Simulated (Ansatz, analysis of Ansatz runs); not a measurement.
# An added electron started on V in RbVF3 (Pm-3m)

Question: does an added electron stay on the V atom where it is started in RbVF3 (Pm-3m), and if so, how high is the barrier for a hop to another V site nearby? Model: a cell of 80 host atoms.

Calculated with Ansatz 0.2.0; plane-wave PAW DFT, PBEsol+U; relaxation of all atoms of a supercell at fixed charge in a uniform background; PAW set soft_1.

## 1. Starting point

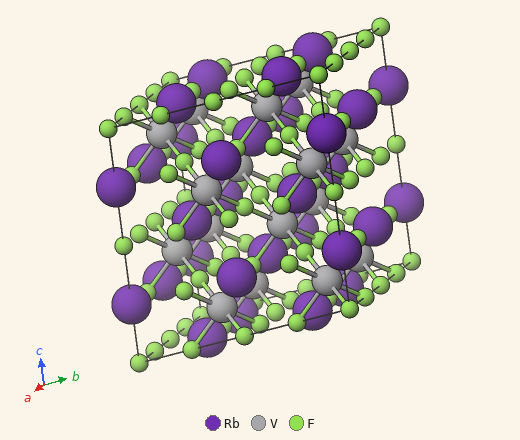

Start, viewed slightly off an axis; rubidium purple, vanadium grey, fluorine green. Some periodic images of atoms are drawn too.

The cell holds 80 atoms: 16 Rb, 16 V and 48 F. Cell: a = 11.857 Å, b = 11.857 Å, c = 11.857 Å, α = 60.0°, β = 60.0°, γ = 60.0°. It derives from RbVF3 (space group Pm-3m). Nearest the centre at fractional (0.500, 0.500, 0.250): F69 at 0.00 Å, V63 at 2.10 Å, V4 at 2.10 Å, F65 at 2.96 Å, F66 at 2.96 Å, F67 at 2.96 Å, F68 at 2.96 Å, F28 at 2.96 Å.

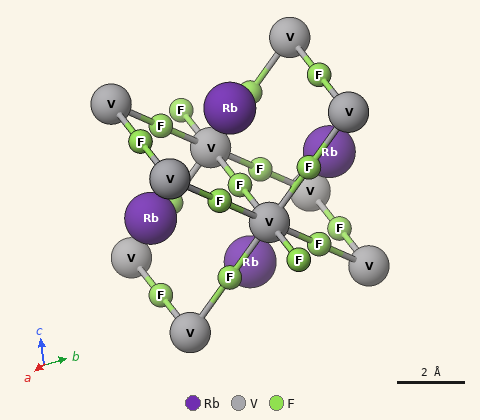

The atoms within 5 Å of the centre.

Hubbard terms: V d 4.5 eV. They were chosen, not fitted, to curb self-interaction in the shells named, the trial site's among them. The two sites are V63 and V4. The cell's shortest repeat is 11.9 Å. The host's moments were started ferromagnetic, high spin; both sites carry the same spin direction.

## 2. The cell without the carrier

The neutral cell is relaxed first, from small random displacements, so that bond lengths and moments with the carrier can be set beside those of a relaxed cell without it.

Input file neutral.relax/input.yaml:

```yaml
crystal:
  lattice:
    - [0.0, 8.38381871, 8.38381871]
    - [8.38381871, 0.0, 8.38381871]
    - [8.38381871, 8.38381871, 0.0]
  atoms:
    - { symbol: Rb, position: [0.0, 0.0, 0.0] }
    - { symbol: Rb, position: [0.25, 0.25, 0.25] }
    - { symbol: V, position: [0.125, 0.125, 0.125], spin: 3.0 }
    - { symbol: V, position: [0.375, 0.375, 0.375], spin: 3.0 }
    - { symbol: F, position: [0.0, 0.25, 0.25] }
    - { symbol: F, position: [0.25, 0.0, 0.0] }
    - { symbol: F, position: [0.0, 0.25, 0.0] }
    - { symbol: F, position: [0.25, 0.0, 0.25] }
    - { symbol: F, position: [0.0, 0.0, 0.25] }
    - { symbol: F, position: [0.25, 0.25, 0.0] }
    - { symbol: Rb, position: [0.0, 0.0, 0.5] }
    - { symbol: Rb, position: [0.25, 0.25, 0.75] }
    - { symbol: V, position: [0.125, 0.125, 0.625], spin: 3.0 }
    - { symbol: V, position: [0.375, 0.375, 0.875], spin: 3.0 }
    - { symbol: F, position: [0.0, 0.25, 0.75] }
    - { symbol: F, position: [0.25, 0.0, 0.5] }
    - { symbol: F, position: [0.0, 0.25, 0.5] }
    - { symbol: F, position: [0.25, 0.0, 0.75] }
    - { symbol: F, position: [0.0, 0.0, 0.75] }
    - { symbol: F, position: [0.25, 0.25, 0.5] }
    - { symbol: Rb, position: [0.0, 0.5, 0.0] }
    - { symbol: Rb, position: [0.25, 0.75, 0.25] }
    - { symbol: V, position: [0.125, 0.625, 0.125], spin: 3.0 }
    - { symbol: V, position: [0.375, 0.875, 0.375], spin: 3.0 }
    - { symbol: F, position: [0.0, 0.75, 0.25] }
    - { symbol: F, position: [0.25, 0.5, 0.0] }
    - { symbol: F, position: [0.0, 0.75, 0.0] }
    - { symbol: F, position: [0.25, 0.5, 0.25] }
    - { symbol: F, position: [0.0, 0.5, 0.25] }
    - { symbol: F, position: [0.25, 0.75, 0.0] }
    - { symbol: Rb, position: [0.0, 0.5, 0.5] }
    - { symbol: Rb, position: [0.25, 0.75, 0.75] }
    - { symbol: V, position: [0.125, 0.625, 0.625], spin: 3.0 }
    - { symbol: V, position: [0.375, 0.875, 0.875], spin: 3.0 }
    - { symbol: F, position: [0.0, 0.75, 0.75] }
    - { symbol: F, position: [0.25, 0.5, 0.5] }
    - { symbol: F, position: [0.0, 0.75, 0.5] }
    - { symbol: F, position: [0.25, 0.5, 0.75] }
    - { symbol: F, position: [0.0, 0.5, 0.75] }
    - { symbol: F, position: [0.25, 0.75, 0.5] }
    - { symbol: Rb, position: [0.5, 0.0, 0.0] }
    - { symbol: Rb, position: [0.75, 0.25, 0.25] }
    - { symbol: V, position: [0.625, 0.125, 0.125], spin: 3.0 }
    - { symbol: V, position: [0.875, 0.375, 0.375], spin: 3.0 }
    - { symbol: F, position: [0.5, 0.25, 0.25] }
    - { symbol: F, position: [0.75, 0.0, 0.0] }
    - { symbol: F, position: [0.5, 0.25, 0.0] }
    - { symbol: F, position: [0.75, 0.0, 0.25] }
    - { symbol: F, position: [0.5, 0.0, 0.25] }
    - { symbol: F, position: [0.75, 0.25, 0.0] }
    - { symbol: Rb, position: [0.5, 0.0, 0.5] }
    - { symbol: Rb, position: [0.75, 0.25, 0.75] }
    - { symbol: V, position: [0.625, 0.125, 0.625], spin: 3.0 }
    - { symbol: V, position: [0.875, 0.375, 0.875], spin: 3.0 }
    - { symbol: F, position: [0.5, 0.25, 0.75] }
    - { symbol: F, position: [0.75, 0.0, 0.5] }
    - { symbol: F, position: [0.5, 0.25, 0.5] }
    - { symbol: F, position: [0.75, 0.0, 0.75] }
    - { symbol: F, position: [0.5, 0.0, 0.75] }
    - { symbol: F, position: [0.75, 0.25, 0.5] }
    - { symbol: Rb, position: [0.5, 0.5, 0.0] }
    - { symbol: Rb, position: [0.75, 0.75, 0.25] }
    - { symbol: V, position: [0.625, 0.625, 0.125], spin: 3.0 }
    - { symbol: V, position: [0.875, 0.875, 0.375], spin: 3.0 }
    - { symbol: F, position: [0.5, 0.75, 0.25] }
    - { symbol: F, position: [0.75, 0.5, 0.0] }
    - { symbol: F, position: [0.5, 0.75, 0.0] }
    - { symbol: F, position: [0.75, 0.5, 0.25] }
    - { symbol: F, position: [0.5, 0.5, 0.25] }
    - { symbol: F, position: [0.75, 0.75, 0.0] }
    - { symbol: Rb, position: [0.5, 0.5, 0.5] }
    - { symbol: Rb, position: [0.75, 0.75, 0.75] }
    - { symbol: V, position: [0.625, 0.625, 0.625], spin: 3.0 }
    - { symbol: V, position: [0.875, 0.875, 0.875], spin: 3.0 }
    - { symbol: F, position: [0.5, 0.75, 0.75] }
    - { symbol: F, position: [0.75, 0.5, 0.5] }
    - { symbol: F, position: [0.5, 0.75, 0.5] }
    - { symbol: F, position: [0.75, 0.5, 0.75] }
    - { symbol: F, position: [0.5, 0.5, 0.75] }
    - { symbol: F, position: [0.75, 0.75, 0.5] }
basis:
  ecutwfc: 420
  xc_grid: 2
hamiltonian:
  xc: pbesol
  hubbard:
    sites: [{ species: V, l: d, u_eff: 4.5 }]
    projectors: ortho-atomic
  pseudopotentials: { kind: paw, azcp: { folder: soft_1 }, xc_functional: pbe }
kpoints:
  mp_grid: { grid: [1, 1, 1] }
magnetization:
  spin_polarized: true
  initial_magnetization: 48
  spin_locking: { lock_magnetization: hard }
scf:
  occupations: { method: fermi_dirac, width: 0.01 }
  max_iter: 120
  lower_state_search: "off"
output:
  forces: true
relax:
  f_tol: 0.02
  max_steps: 70
  random_displacement: { amplitude: 0.04, seed: 1943 }
checkpoint:
  write: "../neutral.relax.run"
  compress: false
  write_wavefunctions: true
  write_every: 100000
```

The run is started by

```
$ ansatz run input.yaml --threads 4 --pin off --max-ram 17899MiB --backend cpu --events-out ev --progress --plain --runs-dir out
```

Numbers of over 12 decimals in the logs are rounded to 6 here.

Log:

```text
[... repeated set-up lines and file paths are left out, and long positions are rounded to six places ...]
Engine: ansatz 0.2.0, x86_64-unknown-linux-gnu
Pseudopotentials: kind: paw
Pseudopotential: Rb, paw, valence charge 9, recommended cutoff 420 eV (normal), soft_1/Rb.paw.azcp
Pseudopotential: V, paw, valence charge 13, recommended cutoff 420 eV (normal), soft_1/V.paw.azcp
Pseudopotential: F, paw, valence charge 7, recommended cutoff 420 eV (normal), soft_1/F.paw.azcp
Functional definition: PBEsol
  exchange = pbesol_x
  correlation = pbesol_c
Crystal: 80 atoms, lattice volume = 1178.571 Å³
Basis set: ecut = 420 eV, 23049 PW (Γ), exchange–correlation on 160×160×160 points (8 copies of the dense FFT grid, shifted against one another)
Bands: 448, of which v1, the nominal top of the filled ones, is band 344 counted from 1 (343 counted from 0)
Symmetry: 1 space group operations
k-points: 1
Non-local potential: Rb, projectors of the file, l = 0: 3, l = 1: 2, l = 2: 2
Non-local potential: V, projectors of the file, l = 0: 3, l = 1: 2, l = 2: 3, l = 3: 1
Non-local potential: F, projectors of the file, l = 0: 2, l = 1: 2, l = 2: 1
PAW form: soft (Blöchl's): semilocal exchange-correlation on the pseudo side does not see the compensation charge
PAW frozen core: Rb, regenerated for the run's functional, and the local potential with it (the file was generated under x = pbe(κ = 0.804, μ = 0.219515), c = pbe(β = 0.066725))
PAW frozen core: V, regenerated for the run's functional, and the local potential with it (the file was generated under x = pbe(κ = 0.804, μ = 0.219515), c = pbe(β = 0.066725))
[...]
atom  61  Rb     0.00059099     0.00060462    -0.00163286
  [... 1 atom left out ...]
  atom  63  V     -0.00051757    -0.00045321    -0.00382886
  [... 5 atoms left out ...]
  atom  69  F     -0.00289197     0.00499868     0.00481675
  [... 1 atom left out ...]
  atom  71  Rb     0.00327561    -0.00435662     0.00588432
  [... 9 atoms left out ...]
  max |Σ_I F_I| component: 1.14e-4 eV/Å
--- Band table (eV) ---
  k-point 0 ↑: bands = ["-56.2477", "-56.2473", "-56.2468", "-56.2467", [... 440 left out ...] "14.6643", "15.6820", "15.6823", "15.6831"]
  k-point 0 ↓: bands = ["-53.5980", "-53.5976", "-53.5971", "-53.5970", [... 440 left out ...] "14.9786", "15.9435", "15.9439", "15.9445"]
Occupation matrices written to <dir>
--- Relaxed structure (4 steps of the walk, 4 accepted, 0 SCFs on fresh bases) ---
  F+E_penalty+E_count = -136112.99588983 eV   max|allowed force component| = 9.950e-3 eV/Å
  atoms:
    - { symbol: Rb, position: [0.000318, -2.5879683452363498e-5, -0.000435] }
    - { symbol: Rb, position: [0.250391, 0.249915, 0.249507] }
    [... 1 atom left out ...]
    - { symbol: V, position: [0.375263, 0.374994, 0.374768] }
[...]
- { symbol: Rb, position: [0.250374, 0.749981, 0.249705] }
[...]
- { symbol: F, position: [0.250123, 0.499897, 0.249931] }
[...]
- { symbol: F, position: [0.250221, 0.499593, 0.500218] }
[...]
- { symbol: Rb, position: [0.750011, 0.250055, 0.250073] }
    [... 14 atoms left out ...]
    - { symbol: F, position: [0.500610, 0.250065, 0.499428] }
    [... 3 atoms left out ...]
    - { symbol: Rb, position: [0.500361, 0.500053, -0.000217] }
    [... 1 atom left out ...]
    - { symbol: V, position: [0.625225, 0.625055, 0.124810] }
    [... 5 atoms left out ...]
    - { symbol: F, position: [0.499835, 0.500387, 0.249824] }
    [... 1 atom left out ...]
    - { symbol: Rb, position: [0.500267, 0.499694, 0.500041] }
    [... 9 atoms left out ...]
[key lines of the parts left out:]
SCF converged after 6 iterations
Magnetization: 48.0000 μB (368.0000 up, 320.0000 down)
Free energy (F): -136112.995890 eV
Fermi energy:    8.642108 (↑ 8.642108, ↓ 7.055360) eV
```

Elapsed: 3 min, on 4 threads of AMD EPYC 7R43, shared host; peak memory 3.2 GiB; 11 min of CPU time.

The largest displacement from an ideal site is 0.008 Å.

[end of part 1 of 2]

[Logs are printed without paths, hosts, clocks, repeated set-up lines and the standing remarks that a program may print on its own settings, such as how far it seeks lower states.]

[Hosts, paths, dates, database ids (printed as entryN), source tags and the programs' standing remarks are cut or masked in the printed files.]
